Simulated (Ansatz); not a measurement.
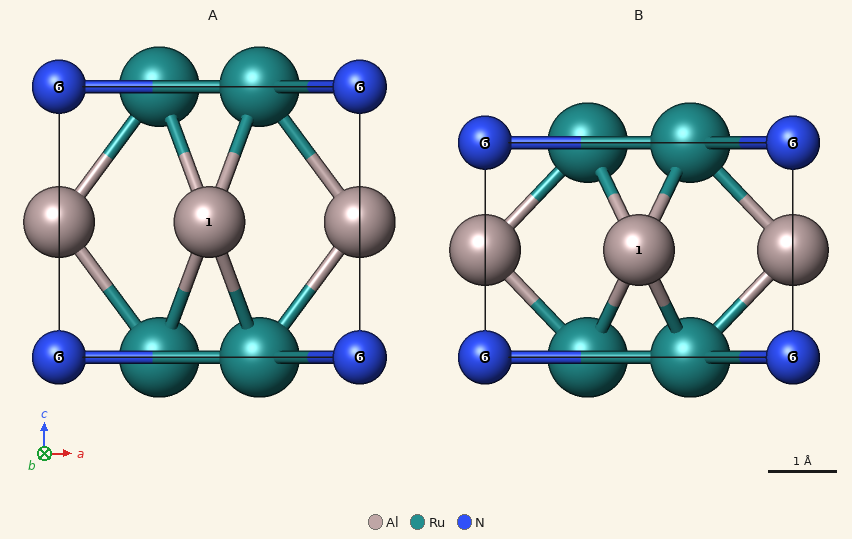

Two geometries of a crystal of Al3Ru2N (a generated structure, set up in P6/mmm) (coarse preliminary run), drawn at one scale. One is the start of a relaxation, the other its converged end. The picture is a ball-and-stick view of the cell of the calculation, seen along the b axis.

The calculation used DFT PBE, scalar-relativistic, plane waves, PAW (Ansatz 0.2.0). Settings: plane-wave cutoff 420 eV; k-point mesh 6 × 6 × 6; occupations gaussian; smearing width 0.1 eV; collinear spin; cell and atoms relaxed; force threshold 0.04 eV/Å; at most 70 steps.

Which geometry has the lower energy?

Answer. Structure A is the relaxed one. The energy falls by 703 meV per atom in 9 accepted moves (11 points after the start). All forces vanish by symmetry, so only the cell relaxes. The pressure goes from 54.76 to 0.04 GPa. At 2 points the geometry stayed and the basis and grid were re-selected for the new cell (energy shift of 39.3 meV per atom at most each time). No atom moves by more than 0.005 Å relative to the cell. The volume changes by +20.2 %, with a = b 5.284 → 5.161 Å (−2.3 %), c 3.192 → 4.024 Å (+26.1 %). Near-neighbour distances that change, for instance: Al–Ru 2.208 → 2.503 Å, N–Ru 3.051 → 2.980 Å. Among the angles between lasting bonds that change: Ru–Al–Ru 87.4° → 73.0°, Ru–Al–Ru 92.6° → 107.0°, Al–Ru–Al 92.6° → 107.0°. The space group stays P6/mmm (No. 191). The program noted that the starting moments weren't kept. The run may lie on a higher electronic state than the lowest, so the end point isn't shown to be the ground-state structure.
